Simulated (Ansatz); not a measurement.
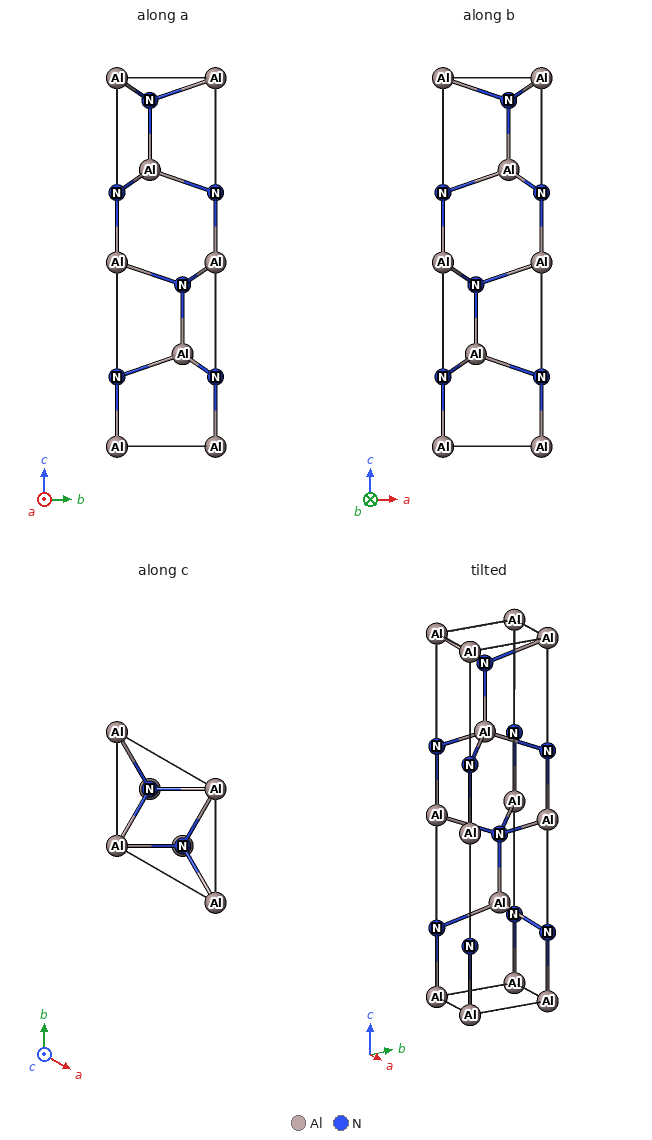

We look at a ball-and-stick model of the crystal along the a axis, along the b axis, along the c axis and slightly off an axis. Thin lines show the conventional unit cell, with boundary atoms drawn in all their periodic places.

Lattice parameters: a = 3.097 Å, b = 3.097 Å, c = 10.034 Å, α = 90.00°, β = 90.00°, γ = 120.00°. Put a along x and b in the xy plane.

Question: Express the structure as a POSCAR file, with free fractional coordinates to two decimals.

Answer:
```
Al N
1.0
     3.097    0.000    0.000
    -1.549    2.682    0.000
     0.000    0.000   10.034
Al N
4 4
Direct
  0.00 0.00 0.00
  0.3333 0.6667 0.25
  0.00 0.00 0.50
  0.6667 0.3333 0.75
  0.00 0.00 0.19
  0.3333 0.6667 0.44
  0.00 0.00 0.69
  0.6667 0.3333 0.94
```

Starting structure: a structure type filled with these elements by a generator (whether the compound takes this form wasn't checked). Earlier steps of the study may have refined or changed the cell and positions. Ansatz was used for an electronic-structure calculation on it.

At this level of theory the cell isn't at rest (compressed, at 5 GPa), so its distances can differ from those at equilibrium, the more so the softer the solid.
